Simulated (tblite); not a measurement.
**Si$_{2}$H$_{4}$O$_{6}$: geometry relaxation (part 1 of 2)**

- system: Si$_{2}$H$_{4}$O$_{6}$
- method: GFN2-xTB geometry optimisation, gas phase (tblite 0.8.0)

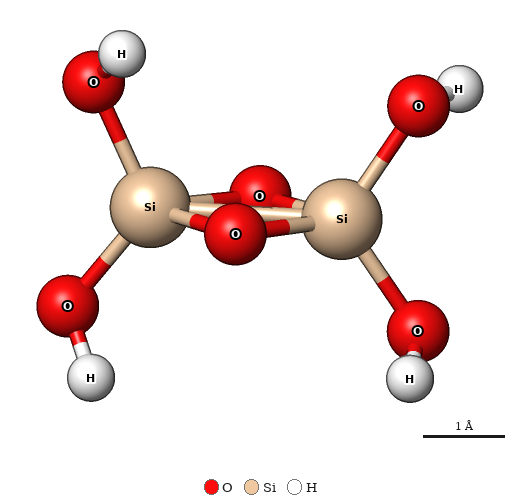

*The structure as given in the input (ball-and-stick view, seen on its broad side).*

Bond lengths as drawn: H–O 0.98 to 1.00 Å, O–Si 1.68 to 1.75 Å and Si–Si 2.40 Å.

**Summary**

```csv
quantity,value
outcome,converged
total energy,−823.1794 eV
hardware,"1 CPU thread, shared host"
wall time,4.9 s
peak memory,0.18 GiB
```

**The input**
```
{"job": {"kind": "relax", "xc": "GFN2-xTB", "basis": "xTB"}, "charge": 0, "multiplicity": 1}
O      2.465778     0.163831    -1.049496
Si     1.191403    -0.538387    -0.208965
O      1.426581    -2.165649     0.313921
O     -0.280979    -0.471047    -1.146703
Si    -0.992387     0.406469     0.132318
O     -1.515101     1.943503    -0.397030
O     -2.279708    -0.535356     0.793063
O      0.446704     0.388145     1.015680
H      2.490554     1.145896    -0.963014
H      1.094843    -2.190308     1.239093
H     -1.148973     2.628790     0.199228
H     -2.930013    -0.755701     0.063601
```

The first line tells a small driver script what to run in tblite; the rest is the geometry in Å.

Run as:
```bash
OMP_NUM_THREADS=1 python <driver script> task.json out
```

**The program's output**
```
step      E/eV     max force
  0    -821.95396    3.207
  1    -822.54265    1.987
  2    -822.83626    1.619
  3    -822.89005    0.855
  4    -822.92559    0.473
  5    -822.94552    0.454
  6    -822.95440    0.284
  7    -822.96105    0.276
  8    -822.97095    0.424
  9    -822.98151    0.378
 10    -822.98801    0.236
 11    -822.99110    0.164
 12    -822.99371    0.239
 13    -822.99808    0.342
 14    -823.00392    0.336
 15    -823.00935    0.289
 16    -823.01336    0.143
 17    -823.01628    0.177
 18    -823.01944    0.205
 19    -823.02202    0.260
 20    -823.02514    0.211
 21    -823.02742    0.135
 22    -823.03018    0.226
 23    -823.03321    0.271
 24    -823.03783    0.277
 25    -823.04261    0.235
 26    -823.04735    0.292
 27    -823.05121    0.201
 28    -823.04693    0.893
 29    -823.05717    0.162
 30    -823.06034    0.155
 31    -823.04112    1.216
 32    -823.06870    0.176
 33    -823.07315    0.123
 34    -823.03303    1.538
 35    -823.07718    0.107
 36    -823.07992    0.112
 37    -823.05685    1.323
 38    -823.08340    0.089
 39    -823.08536    0.128
 40    -823.08542    0.583
 41    -823.08869    0.165
 42    -823.08959    0.173
 43    -823.09143    0.176
 44    -823.09204    0.079
 45    -823.09239    0.063
 46    -823.09261    0.066
 47    -823.09320    0.104
 48    -823.09415    0.096
 49    -823.09523    0.119
 50    -823.09611    0.086
 51    -823.09711    0.110
 52    -823.09787    0.107
 53    -823.09885    0.140
 54    -823.10045    0.152
 55    -823.10155    0.126
 56    -823.10279    0.158
 57    -823.10426    0.065
 58    -823.10414    0.302
 59    -823.10539    0.077
 60    -823.10562    0.040
 61    -823.10588    0.073
 62    -823.10611    0.049
 63    -823.10680    0.100
 64    -823.10755    0.115
 65    -823.10826    0.072
 66    -823.10862    0.047
 67    -823.10892    0.074
 68    -823.10922    0.093
 69    -823.10969    0.137
 70    -823.11037    0.098
 71    -823.11098    0.227
 72    -823.11204    0.052
 73    -823.11262    0.083
 74    -823.11303    0.065
 75    -823.11339    0.083
 76    -823.11401    0.065
 77    -823.11429    0.120
 78    -823.11459    0.038
 79    -823.11477    0.063
 80    -823.11507    0.115
 81    -823.11540    0.108
 82    -823.11579    0.096
 83    -823.11615    0.037
 84    -823.11618    0.138
 85    -823.11644    0.039
 86    -823.11652    0.030
 87    -823.11677    0.082
 88    -823.11690    0.045
 89    -823.11706    0.042
 90    -823.11753    0.051
 91    -823.11796    0.061
 92    -823.11840    0.112
 93    -823.11867    0.140
 94    -823.11948    0.058
 95    -823.12025    0.095
 96    -823.12103    0.121
 97    -823.12156    0.093
 98    -823.12213    0.071
 99    -823.12269    0.076
100    -823.12357    0.095
101    -823.12507    0.155
102    -823.12663    0.155
103    -823.12790    0.334
104    -823.12499    0.382
105    -823.13018    0.102
106    -823.13126    0.172
107    -823.13367    0.261
108    -823.13673    0.178
109    -823.13557    0.743
110    -823.14208    0.095
111    -823.14449    0.077
112    -823.14083    0.809
113    -823.14659    0.077
114    -823.14736    0.067
115    -823.14760    0.402
116    -823.14864    0.125
117    -823.14911    0.119
118    -823.15186    0.436
119    -823.15458    0.083
120    -823.15757    0.108
121    -823.14812    1.227
122    -823.16227    0.198
123    -823.16441    0.112
124    -823.15094    1.232
125    -823.16663    0.091
126    -823.16771    0.100
127    -823.16852    0.434
128    -823.16978    0.146
129    -823.17043    0.124
130    -823.17312    0.274
131    -823.17391    0.170
132    -823.17464    0.134
133    -823.17534    0.075
134    -823.17546    0.035
135    -823.17555    0.038
136    -823.17564    0.038
137    -823.17572    0.028
138    -823.17581    0.035
139    -823.17596    0.037
140    -823.17616    0.045
141    -823.17634    0.039
142    -823.17647    0.047
143    -823.17660    0.031
144    -823.17679    0.051
145    -823.17699    0.042
146    -823.17722    0.067
147    -823.17745    0.058
148    -823.17766    0.071
149    -823.17785    0.026
150    -823.17795    0.077
151    -823.17809    0.028
152    -823.17821    0.025
153    -823.17830    0.031
154    -823.17839    0.031
155    -823.17851    0.038
156    -823.17868    0.053
157    -823.17888    0.060
158    -823.17903    0.049
159    -823.17909    0.050
160    -823.17921    0.036
161    -823.17926    0.033
162    -823.17930    0.019
163    -823.17932    0.013
164    -823.17934    0.008
165    -823.17935    0.011
166    -823.17936    0.012
167    -823.17936    0.007
```

**Trajectory as extended XYZ (Å, eV, eV/Å), 25 frames, from step=0 to step=167**
```
12
Properties=species:S:1:pos:R:3:forces:R:3 step=0 energy=-821.95396
O     2.4658    0.1638   -1.0495   -1.6690   0.2820   1.6190
Si    1.1914   -0.5384   -0.2090    0.0060  -1.6120  -1.1150
O     1.4266   -2.1656    0.3139   -0.5810   3.1390   0.3160
O    -0.2810   -0.4710   -1.1467    1.0320   0.9180   2.2540
Si   -0.9924    0.4065    0.1323   -1.6760  -0.3610  -0.7270
O    -1.5151    1.9435   -0.3970    1.3730  -1.4760   1.7580
O    -2.2797   -0.5354    0.7931    0.9650   1.2390  -2.2290
O     0.4467    0.3881    1.0157   -0.4990  -0.4310  -1.3480
H     2.4906    1.1459   -0.9630    0.0270  -1.1940  -0.2190
H     1.0948   -2.1903    1.2391    0.3840  -0.3370  -0.9320
H    -1.1490    2.6288    0.1992   -0.4890  -0.5030  -0.7440
H    -2.9300   -0.7557    0.0636    1.1280   0.3350   1.3680
12
Properties=species:S:1:pos:R:3:forces:R:3 step=7 energy=-822.96105
O     2.3959    0.1311   -0.9331    0.1420   0.0050   0.1180
Si    1.1236   -0.5467   -0.2376    0.0100   0.0480   0.0220
O     1.4467   -2.0115    0.3172    0.1590  -0.1170   0.0330
O    -0.2600   -0.4489   -1.1364    0.0190   0.1280   0.1190
Si   -1.0010    0.3857    0.0975   -0.0760   0.0920  -0.0410
O    -1.4660    1.8653   -0.3211   -0.0800   0.1850  -0.0940
O    -2.2089   -0.4673    0.7260   -0.0220  -0.1050   0.1250
O     0.3967    0.3738    0.9737   -0.1710  -0.0880  -0.1990
H     2.4727    1.0824   -0.9737   -0.0670  -0.0660  -0.0480
H     1.1142   -2.2160    1.1907    0.0160  -0.0620  -0.0690
H    -1.1559    2.6201    0.1701    0.0700   0.0040  -0.0180
H    -2.8893   -0.7479    0.1183   -0.0010  -0.0240   0.0510
12
Properties=species:S:1:pos:R:3:forces:R:3 step=14 energy=-823.00392
O     2.4360    0.1209   -0.8306   -0.0010   0.0870   0.0530
Si    1.1146   -0.5421   -0.2141    0.0600  -0.1100   0.0000
O     1.5123   -2.0057    0.3126   -0.1070   0.1340   0.0040
O    -0.2481   -0.4127   -1.1456   -0.0080   0.0450   0.0120
Si   -1.0299    0.4206    0.0734   -0.1590  -0.1870  -0.2290
O    -1.5024    1.9060   -0.3402    0.0410  -0.0660   0.0780
O    -2.1955   -0.4725    0.7337   -0.0660   0.0030  -0.0290
O     0.3447    0.3722    0.9622    0.1500   0.0880   0.2750
H     2.4404    1.0559   -1.0240   -0.0060  -0.0400  -0.0720
H     1.1226   -2.2763    1.1431    0.0090  -0.0630  -0.0750
H    -1.1171    2.6304    0.1458    0.0090   0.0620  -0.0720
H    -2.9090   -0.7767    0.1752    0.0770   0.0470   0.0560
12
Properties=species:S:1:pos:R:3:forces:R:3 step=21 energy=-823.02742
O     2.4623    0.1643   -0.7306    0.0050  -0.0450   0.0450
Si    1.1284   -0.5088   -0.1547   -0.0330  -0.0590  -0.0840
O     1.5170   -1.9936    0.3011    0.0520   0.0340  -0.0260
O    -0.2084   -0.3817   -1.1448   -0.0090   0.0020   0.0530
Si   -1.0436    0.4098    0.0514    0.0230   0.0350   0.1110
O    -1.5196    1.9040   -0.3214   -0.0550  -0.0300  -0.0230
O    -2.2013   -0.4721    0.7360    0.0290  -0.0320  -0.0300
O     0.3156    0.3808    0.9936   -0.0160  -0.0030   0.1340
H     2.4175    1.0319   -1.1201   -0.0070   0.0710  -0.0740
H     1.1161   -2.3687    1.0811   -0.0690   0.0230  -0.0070
H    -1.0772    2.6508    0.0749    0.0410  -0.0590  -0.0530
H    -2.9380   -0.7965    0.2251    0.0400   0.0620  -0.0470
12
Properties=species:S:1:pos:R:3:forces:R:3 step=28 energy=-823.04693
O     2.4631    0.2530   -0.6337   -0.0440   0.6630  -0.5970
Si    1.1405   -0.4727   -0.1003    0.0180  -0.0140  -0.0350
O     1.5476   -1.9650    0.2992   -0.0490  -0.2020   0.2080
O    -0.1943   -0.3310   -1.0880    0.2360  -0.0910  -0.0570
Si   -1.0380    0.3976    0.1331    0.1050   0.0610   0.1600
O    -1.5655    1.8605   -0.2806    0.2580   0.4290   0.2580
O    -2.1901   -0.5289    0.7513   -0.0420  -0.0520   0.0200
O     0.3125    0.3407    1.0961   -0.2320   0.0860  -0.1560
H     2.3867    0.9951   -1.2592    0.0380  -0.6490   0.5440
H     1.0381   -2.4169    0.9755    0.0970   0.1080  -0.1780
H    -1.0024    2.6183   -0.0888   -0.2610  -0.3180  -0.1620
H    -2.9296   -0.7307    0.1871   -0.1240  -0.0210  -0.0070
12
Properties=species:S:1:pos:R:3:forces:R:3 step=35 energy=-823.07718
O     2.4614    0.2820   -0.6188    0.0470  -0.0460   0.0260
Si    1.1526   -0.4684   -0.0834    0.0130  -0.0160  -0.0400
O     1.5700   -1.9630    0.3102    0.0090   0.0500   0.0490
O    -0.1671   -0.3211   -1.0813   -0.0090  -0.0190  -0.0020
Si   -1.0356    0.3978    0.1442   -0.0260  -0.0140  -0.0480
O    -1.5741    1.8674   -0.2324   -0.0250   0.0080   0.1040
O    -2.1922   -0.5430    0.7385   -0.0310  -0.0290  -0.0630
O     0.3034    0.3455    1.1029    0.0000  -0.0110   0.0530
H     2.3690    0.9659   -1.2755   -0.0100   0.0470  -0.0440
H     1.0236   -2.4317    0.9377   -0.0020  -0.0200  -0.0110
H    -0.9874    2.6141   -0.1448    0.0100   0.0010  -0.0610
H    -2.9548   -0.7253    0.1944    0.0240   0.0490   0.0360
12
Properties=species:S:1:pos:R:3:forces:R:3 step=42 energy=-823.08959
O     2.4605    0.3225   -0.5915    0.0090   0.0460  -0.0600
Si    1.1652   -0.4538   -0.0582    0.0050   0.0190   0.0080
O     1.5946   -1.9458    0.3304   -0.0380  -0.0160   0.0490
O    -0.1487   -0.3033   -1.0640   -0.0250   0.0140  -0.0020
Si   -1.0325    0.3902    0.1671   -0.0040  -0.0010  -0.0100
O    -1.5846    1.8653   -0.1641    0.0830   0.1110   0.0130
O    -2.1900   -0.5718    0.7222   -0.0130  -0.0090  -0.0340
O     0.2999    0.3320    1.1353   -0.0030  -0.0400   0.0000
H     2.3479    0.9346   -1.3165    0.0390  -0.0280   0.0430
H     0.9953   -2.4505    0.8787    0.0490  -0.0070  -0.0230
H    -0.9667    2.5930   -0.2373   -0.1090  -0.1330  -0.0170
H    -2.9723   -0.6921    0.1896    0.0090   0.0430   0.0340
12
Properties=species:S:1:pos:R:3:forces:R:3 step=49 energy=-823.09523
O     2.4584    0.3537   -0.5712    0.0420  -0.0160   0.0690
Si    1.1730   -0.4415   -0.0386    0.0120   0.0050  -0.0110
O     1.6155   -1.9317    0.3467    0.0260   0.0260  -0.0910
O    -0.1304   -0.2641   -1.0588   -0.0090  -0.0460   0.0220
Si   -1.0325    0.3831    0.1826   -0.0010  -0.0200   0.0070
O    -1.5963    1.8611   -0.1105   -0.0800  -0.0830  -0.0100
O    -2.1893   -0.5995    0.6992    0.0090  -0.0060   0.0050
O     0.2884    0.3017    1.1648    0.0130  -0.0040  -0.0050
H     2.3654    0.9113   -1.3395   -0.0090   0.0000  -0.0040
H     1.0048   -2.4836    0.8301   -0.0170   0.0050   0.0250
H    -0.9791    2.5520   -0.3280    0.0490   0.1060  -0.0240
H    -3.0094   -0.6223    0.2148   -0.0340   0.0320   0.0160
12
Properties=species:S:1:pos:R:3:forces:R:3 step=56 energy=-823.10279
O     2.4787    0.3662   -0.5256   -0.0590   0.0130   0.0170
Si    1.1782   -0.4360   -0.0393   -0.0010  -0.0690  -0.0100
O     1.6244   -1.9363    0.2954    0.0460  -0.0310   0.0060
O    -0.1237   -0.2618   -1.0617    0.0360   0.0140  -0.0140
Si   -1.0364    0.3736    0.1767   -0.0310  -0.0380  -0.0270
O    -1.6196    1.8429   -0.1301    0.0290   0.0000   0.0070
O    -2.1959   -0.6096    0.6872   -0.1300   0.0090  -0.0600
O     0.2787    0.2788    1.1679    0.0070   0.0490   0.0130
H     2.4105    0.8922   -1.3182    0.0160   0.0220  -0.0100
H     1.0548   -2.4956    0.8193   -0.0310   0.0330  -0.0090
H    -1.0205    2.5483   -0.3640   -0.0200  -0.0270   0.0100
H    -3.0605   -0.5425    0.2841    0.1360   0.0260   0.0760
12
Properties=species:S:1:pos:R:3:forces:R:3 step=63 energy=-823.10680
O     2.4765    0.3961   -0.4905   -0.0040   0.0050   0.0220
Si    1.1867   -0.4395   -0.0351    0.0050   0.0140  -0.0260
O     1.6467   -1.9422    0.2746   -0.0320   0.0080   0.0470
O    -0.1102   -0.2599   -1.0649    0.0200  -0.0150  -0.0150
Si   -1.0359    0.3542    0.1721   -0.0070  -0.0060  -0.0070
O    -1.6316    1.8217   -0.1159    0.0060   0.0270  -0.0320
O    -2.2090   -0.6257    0.6586    0.0940  -0.0250   0.0220
O     0.2744    0.2583    1.1720   -0.0030  -0.0170   0.0070
H     2.4459    0.8823   -1.3098   -0.0140   0.0150  -0.0200
H     1.0710   -2.4977    0.7967    0.0020  -0.0040  -0.0230
H    -1.0556    2.5226   -0.4118    0.0060  -0.0300   0.0290
H    -3.0901   -0.4500    0.3458   -0.0720   0.0280  -0.0030
```
